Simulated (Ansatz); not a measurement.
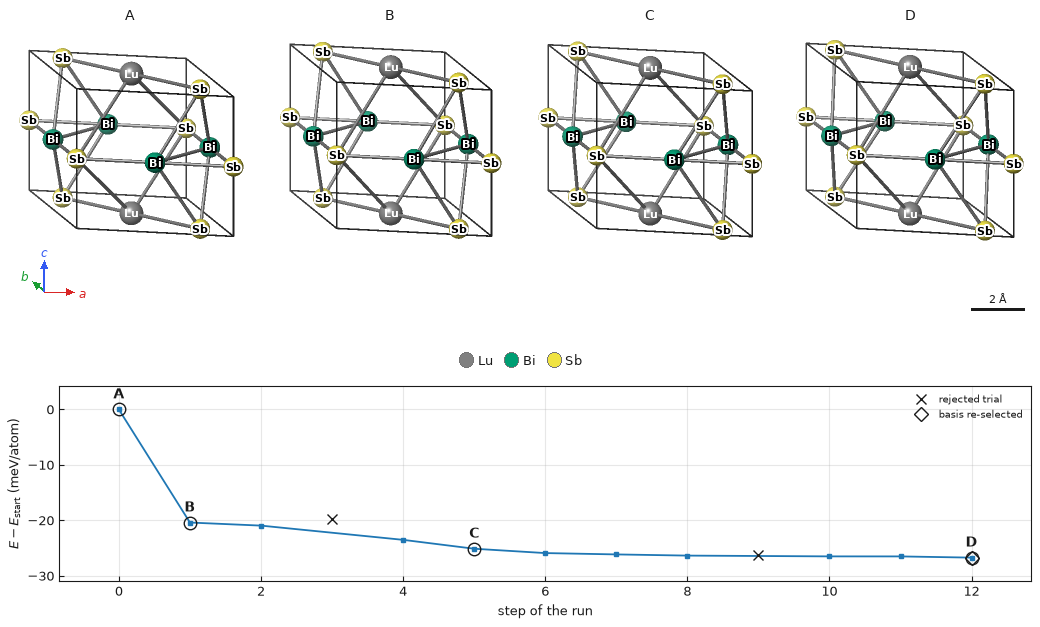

Frames of a relaxation of solid LuBi$_{2}$Sb$_{3}$ (built on the CeAl2Cu3-65 type type), marked on the history of the run. The picture is a ball-and-stick view of the cell of the calculation, seen slightly off an axis.

The calculation used DFT, r2SCAN+rVV10, plane waves, PAW in Ansatz.

The input:
```yaml
crystal:
  lattice:
    - [3.1296556207, -5.2819922241, 0.0]
    - [3.1296556207, 5.2819922241, 0.0]
    - [0.0, 0.0, 5.5293811923]
  atoms:
    - { symbol: Lu, position: [0.5, 0.5, 0.0] }
    - { symbol: Bi, position: [0.0, 0.5, 0.5] }
    - { symbol: Bi, position: [0.5, 0.0, 0.5] }
    - { symbol: Sb, position: [0.1629972953, 0.8370027047, 0.0] }
    - { symbol: Sb, position: [0.8370027047, 0.1629972953, 0.0] }
    - { symbol: Sb, position: [0.0, 0.0, 0.5] }
kpoints:
  mp_grid: { grid: [6, 6, 6] }
hamiltonian:
  xc: r2scan
  dispersion: rvv10
scf:
  occupations: { method: fermi_dirac, width: 0.03 }
relax:
  f_tol: 0.01
  cell: {}
  max_steps: 120
```

Launched with:
```bash
ansatz run input.yaml --threads 2 --pin off --max-ram 2211MiB --backend cpu --events-out ev --progress --plain --runs-dir out
```

> Describe the path.

After 9 accepted moves (12 points after the start) the energy has fallen by 26.7 meV per atom. The largest force component goes from 0.029 to 0.00026 eV/Å. Pressure: 0.83 GPa at the start and 0.01 GPa at the end. The line search rejected the trial steps at points 3, 9 of the run. The SCF was repeated once at an unchanged geometry on a basis and grid sized afresh for the cell, which shifted the energy by 0.2 meV per atom at most. The largest moves relative to the cell, 0.26 Å, are those of Sb4 and Sb5. Sb4 goes along [−1 1 0]. Bi and Lu stay in place. The volume changes by +4.0 %, with a = b 6.140 → 6.168 Å (+0.5 %), c 5.529 → 5.816 Å (+5.2 %), γ 118.7° → 120.8°. Some distances before and after: Sb4–Sb5 3.444 → 2.972 Å, Lu1–Sb4 3.560 → 3.877 Å, Bi2–Sb4 3.307 → 3.494 Å, Lu1–Sb4 (another image) 3.572 → 3.391 Å. Among the angles between lasting bonds that change: Sb4–Lu1–Sb4 122.4° → 128.0°, Sb4–Lu1–Sb4 118.8° → 116.0°, Sb4–Lu1–Sb5 61.2° → 64.0°. The space group stays Cmmm (No. 65). From step 0 to 1: volume +2.1 %, energy −20.4 meV per atom. From step 1 to 5: Sb atoms move most (0.18 Å), volume −0.2 %, energy −4.7 meV per atom. From step 5 to 12: Sb atoms move most (0.07 Å), volume +2.0 %, energy −1.6 meV per atom.
